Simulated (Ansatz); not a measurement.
# GeH2F (SMILES [F][GeH2]): UB3LYP/STO-3G

Aim: the electronic atomisation energy of GeH2F at UB3LYP/STO-3G, from 4 runs. 

The results are computed with Ansatz 0.2.0.

61 further runs of the same task are left out: 18 that didn't finish, 43 set aside as unsound or not needed.

## 1. The molecule

GeH2F has 4 atoms, charge 0, and is taken as a doublet. SMILES: `[F][GeH2]`. The coordinates come from a PBE0-D4/def2-TZVP relaxation.

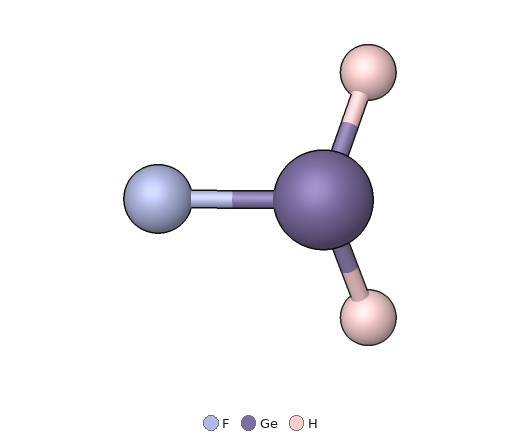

Viewed from a chosen angle; fluorine light blue, germanium purple, hydrogen pink.

## 2. The energy at UB3LYP/STO-3G

The input, molecule.yaml:

```yaml
crystal:
  periodic: [false, false, false]
  atoms:
    - symbol: F
      position_ang: [0.138200, -0.585400, 1.442000]
    - symbol: Ge
      position_ang: [0.305700, -0.223200, -0.257100]
    - symbol: H
      position_ang: [-1.078800, -0.527800, -0.882000]
    - symbol: H
      position_ang: [0.690400, 1.276000, -0.323100]
basis:
  gaussian:
    orbitals: STO-3G
magnetization:
  spin_polarized: true
  initial_magnetization: 1
hamiltonian:
  xc: {name: B3LYP}
accuracy: high
```

The run is started by

```console
$ ansatz run molecule.yaml --threads 1 --pin off --max-ram 2610MiB --events-out events.jsonl --progress --plain --runs-dir runs
```

Output:

```text
Warning: RAYON_NUM_THREADS=1 ignored (pool sized by the plan → 1); use --threads N
Functional definition: B3LYP
  name "B3LYP"
  parameter a0 = 0.2
  parameter ax = 0.72
  parameter ac = 0.81
  exchange = (1 - a0 - ax)*slater_x + ax*b88_x + a0*exact_x
  correlation = (1 - ac)*vwn_rpa_c + ac*lyp_c
357 factors; integrals over basis functions are off by at most 4.5e-9 eV
mean field evaluation 1: about -58558.6288 eV, gradient 4.0e1 eV
mean field evaluation 2: about -58549.7764 eV, gradient 5.7e1 eV
mean field evaluation 4: about -58573.9354 eV, gradient 6.4e0 eV
mean field evaluation 8: about -58574.2431 eV, gradient 9.3e-2 eV
mean field evaluation 16: about -58574.2434 eV, gradient 2.4e-5 eV
mean field -58574.24337479 eV, -2152.5637409752 hartree, gradient 9.3e-8 eV, S^2 0.750884; 0 other end points of the search recorded, 0 dependent functions left out
reference -58574.24339783 eV, -2152.5637418223 hartree; 22, 21 occupied and 3, 4 virtual orbitals, 357 factors
Total energy: -58574.24339783 eV, -2152.5637418223 hartree
```

Run time: 2.2 s. Hardware: 1 thread of Arm Neoverse V1, shared host; peak memory 0.13 GiB.

## 3. The F atom at the same level

The input, job.yaml:

```yaml
basis:
  gaussian:
    orbitals: STO-3G
crystal:
  periodic: [false, false, false]
  atoms:
    - symbol: F
      position_ang: [0.000000, 0.000000, 0.000000]
magnetization:
  spin_polarized: true
  initial_magnetization: 1
hamiltonian:
  xc: {name: B3LYP}
accuracy: high
```

Run the same way, it converges to -98.26898 Eh (log not shown).

## 4. The Ge atom, same level

The input, input.yaml:

```yaml
crystal:
  periodic: [false, false, false]
  atoms:
    - {symbol: Ge, position_ang: [0.000000, 0.000000, 0.000000]}
basis:
  gaussian: {orbitals: STO-3G}
magnetization: {spin_polarized: true, initial_magnetization: 2}
hamiltonian: {xc: {name: B3LYP}}
accuracy: high
```

Run the same way, it converges to -2052.84638 Eh (log not shown).

## 5. The H atom, same level

The input, input.yaml:

```yaml
crystal:
  periodic: [false, false, false]
  atoms:
    - symbol: H
      position_ang: [0.000000, 0.000000, 0.000000]
basis:
  gaussian:
    orbitals: STO-3G
total_charge: 0
magnetization:
  spin_polarized: true
  initial_magnetization: 1
hamiltonian:
  xc: {name: B3LYP}
accuracy: high
```

Run the same way, it converges to -0.46753 Eh (log not shown).

## 6. Summary of results

Level: UB3LYP/STO-3G.

| quantity | value |
| --- | --- |
| molecule: total energy | -2152.56374 Eh |
| molecule: ⟨S²⟩ | 0.751 |
| F atom: total energy | -98.26898 Eh |
| F atom: ⟨S²⟩ | 0.750 |
| Ge atom: total energy | -2052.84638 Eh |
| Ge atom: ⟨S²⟩ | 2.209 |
| H atom: total energy | -0.46753 Eh |
| H atom: ⟨S²⟩ | 0.750 |
| electronic atomisation energy | 13.968 eV |

Taking the molecule apart into free atoms costs 13.97 eV (322 kcal/mol), before zero-point energy and without spin-orbit coupling. In a minimal basis such a difference can be off by several eV, whatever the method. ⟨S²⟩ (Ge atom) is 2.21 where a pure triplet has 2.00: the reference is spin-contaminated.
